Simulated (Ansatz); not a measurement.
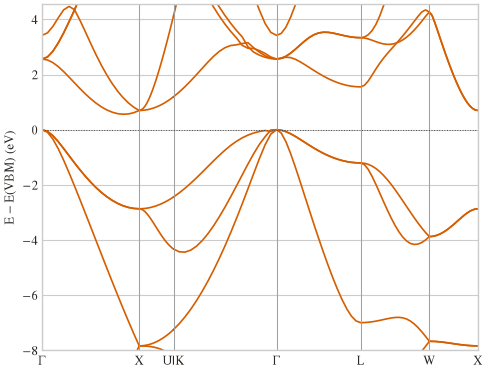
Figure. Band structure from the program Ansatz at the PBE+D3(BJ) level (PAW)

**Question.** Read off the gap and where the band edges lie.

**Answer.** About 0.6 eV (0.56 eV by a search for the band edges); maximum at Γ, minimum on the Γ–X line, 84 % of the way from Γ.

The material is Si (diamond, space group No. 227).

Space group Fd-3m (diamond). The cell was relaxed with PBE+D3(BJ) under the symmetry of its start.

Potentials: the later of the program's two PAW sets.
